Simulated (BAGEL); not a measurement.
**SiBrClF (SMILES F[Si](Cl)Br) at ROHF/cc-pVDZ (density fitting with qzvpp-jkfit)**

Aim: the vertical doublet–quartet gap of SiBrClF at ROHF/cc-pVDZ (density fitting with qzvpp-jkfit), from 2 runs. 

The results are computed with BAGEL 1.2.2.

1 further run of the same task is left out (it didn't finish). Runs told in other sessions of the task aren't counted.

### 1 The structure to begin with

The species is SiBrClF (4 atoms), meant as a doublet with charge 0. SMILES: `F[Si](Cl)Br`. The coordinates come from a PBE0-D4/def2-TZVP relaxation.

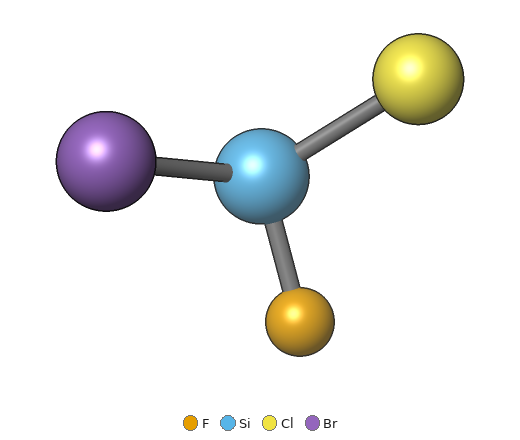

Viewed from a chosen angle; fluorine amber, silicon blue, chlorine yellow, bromine purple.

### 2 The energy at ROHF/cc-pVDZ (density fitting with qzvpp-jkfit)

Input file job.json:

```json
{ "bagel": [

{
  "title": "molecule",
  "basis": "cc-pvdz.json",
  "df_basis": "qzvpp-jkfit",
  "angstrom": true,
  "geometry": [
    { "atom": "F", "xyz": [   -0.532200,    0.674200,   -1.342900 ] },
    { "atom": "Si", "xyz": [   -0.280900,   -0.390800,   -0.189900 ] },
    { "atom": "Cl", "xyz": [   -1.027100,    0.388000,    1.541900 ] },
    { "atom": "Br", "xyz": [    1.895700,   -0.731700,   -0.029400 ] }
  ]
},
{
  "title": "rohf",
  "nopen": 1
},
{
  "title": "print",
  "file": "orbitals.molden",
  "orbitals": true
}

]}
```

The basis set cc-pVDZ is read from a file made from the Basis Set Exchange's data (not shown).

Launch:

```console
$ BAGEL_NUM_THREADS=1 BAGEL job.json > job.out
```

The log of the run:

```text
* using 1 threads per process

  ===============================================================
  ===============================================================

  *** Geometry ***

  { "atom" : "F", "xyz" : [     -1.005712,      1.274053,     -2.537713 ] },
  { "atom" : "Si", "xyz" : [     -0.530824,     -0.738505,     -0.358859 ] },
  { "atom" : "Cl", "xyz" : [     -1.940938,      0.733214,      2.913769 ] },
  { "atom" : "Br", "xyz" : [      3.582354,     -1.382713,     -0.055558 ] },

  Number of auxiliary basis functions:      599

  Since a DF basis is specified, we compute 2- and 3-index integrals:
    o Being stored without compression. Storage requirement is 0.028 GB

  Number of basis functions:       77
  Number of electrons      :       75

    * METHOD: MOLECULE                             0.39

  *** Open-shell HF ***

  === Nuclear Repulsion ===
   392.3026743078

      * DIIS with orbital gradients will be used.

  === ROHF iteration (cc-pvdz.json) ===
      0      -3420.23383048          0.02180647           0.31
      1      -3420.31997295          0.01629485           0.33
      2      -3420.35414173          0.01002030           0.33
      3      -3420.37579859          0.00107188           0.32
      4      -3420.37696266          0.00034442           0.32
      5      -3420.37721589          0.00010152           0.31
      6      -3420.37727469          0.00003106           0.31
      7      -3420.37728635          0.00001078           0.31
      8      -3420.37728723          0.00000416           0.31
      9      -3420.37728818          0.00000190           0.31
     10      -3420.37728826          0.00000085           0.30
     11      -3420.37728832          0.00000029           0.31
     12      -3420.37728833          0.00000014           0.31
     13      -3420.37728833          0.00000006           0.31
     14      -3420.37728833          0.00000002           0.31
     15      -3420.37728833          0.00000001           0.31
    * SCF iteration converged.

    * S^2 (ROHF) is 0.7500

    * Permanent dipole moment:
           (    0.158846,     0.499974,    -0.008016) a.u.

    * METHOD: ROHF                                 5.35

    * METHOD: PRINT                                0.02

  ===============================================================
```

Run time: 6 s. Hardware: 1 thread of Arm Neoverse V1, shared host; peak memory 0.14 GiB.

### 3 The quartet, same level

Input file hf.json:

```json
{ "bagel" : [

{
  "title" : "molecule",
  "basis" : "cc-pvdz.json",
  "df_basis" : "qzvpp-jkfit",
  "angstrom" : true,
  "geometry" : [
    { "atom" : "F", "xyz" : [      -0.532200,       0.674200,      -1.342900 ] },
    { "atom" : "Si", "xyz" : [      -0.280900,      -0.390800,      -0.189900 ] },
    { "atom" : "Cl", "xyz" : [      -1.027100,       0.388000,       1.541900 ] },
    { "atom" : "Br", "xyz" : [       1.895700,      -0.731700,      -0.029400 ] }
  ]
},

{
  "title" : "rohf",
  "nopen" : 3
},

{
  "title" : "print",
  "file" : "orbitals.molden",
  "orbitals" : true
}

]}
```

The basis set cc-pVDZ is read from a file made from the Basis Set Exchange's data (not shown).

Launch:

```console
$ BAGEL_NUM_THREADS=1 BAGEL hf.json > hf.out
```

The log of the run:

```text
* using 1 threads per process

  ===============================================================
  ===============================================================

  *** Geometry ***

  { "atom" : "F", "xyz" : [     -1.005712,      1.274053,     -2.537713 ] },
  { "atom" : "Si", "xyz" : [     -0.530824,     -0.738505,     -0.358859 ] },
  { "atom" : "Cl", "xyz" : [     -1.940938,      0.733214,      2.913769 ] },
  { "atom" : "Br", "xyz" : [      3.582354,     -1.382713,     -0.055558 ] },

  Number of auxiliary basis functions:      599

  Since a DF basis is specified, we compute 2- and 3-index integrals:
    o Being stored without compression. Storage requirement is 0.028 GB

  Number of basis functions:       77
  Number of electrons      :       75

    * METHOD: MOLECULE                             0.40

  *** Open-shell HF ***

  === Nuclear Repulsion ===
   392.3026743078

      * DIIS with orbital gradients will be used.

  === ROHF iteration (cc-pvdz.json) ===
      0      -3419.88491020          0.02399201           0.33
      1      -3420.00189226          0.01858737           0.32
      2      -3420.05422145          0.01101778           0.32
      3      -3420.08607834          0.00165111           0.32
      4      -3420.09127026          0.00101894           0.32
      5      -3420.09362156          0.00068349           0.32
      6      -3420.09564514          0.00049471           0.32
      7      -3420.09718941          0.00034268           0.32
      8      -3420.09815132          0.00018198           0.32
      9      -3420.09837757          0.00012294           0.31
     10      -3420.09847320          0.00009841           0.31
     11      -3420.09855224          0.00008337           0.30
     12      -3420.09864531          0.00005597           0.30
     13      -3420.09869173          0.00003307           0.30
     14      -3420.09869248          0.00002055           0.30
     15      -3420.09869452          0.00001437           0.31
[... 24 lines of this table left out ...]
     40      -3420.09870133          0.00000017           0.31
     41      -3420.09870131          0.00000013           0.33
     42      -3420.09870131          0.00000010           0.31
     43      -3420.09870131          0.00000006           0.32
     44      -3420.09870131          0.00000003           0.32
     45      -3420.09870132          0.00000002           0.32
     46      -3420.09870132          0.00000001           0.33
     47      -3420.09870132          0.00000001           0.32
    * SCF iteration converged.

    * S^2 (ROHF) is 3.7500

    * Permanent dipole moment:
           (   -1.518797,     0.891206,     0.214251) a.u.

    * METHOD: ROHF                                15.39

    * METHOD: PRINT                                0.02

  ===============================================================
```

It took 16 s on 1 thread of Arm Neoverse V1, shared host; peak memory 0.14 GiB.

### 4 Outcome

Level: ROHF/cc-pVDZ (density fitting with qzvpp-jkfit).

| quantity | value |
| --- | --- |
| doublet: total energy | -3420.37729 Eh |
| doublet: dipole moment | 1.33 D |
| doublet: ⟨S²⟩ | 0.750 |
| quartet: total energy | -3420.09870 Eh |
| quartet: dipole moment | 4.51 D |
| quartet: ⟨S²⟩ | 3.750 |
| vertical energy of the quartet above the doublet | 7.581 eV |

What this shows: At this shape the quartet lies 7.58 eV (175 kcal/mol) above the doublet.
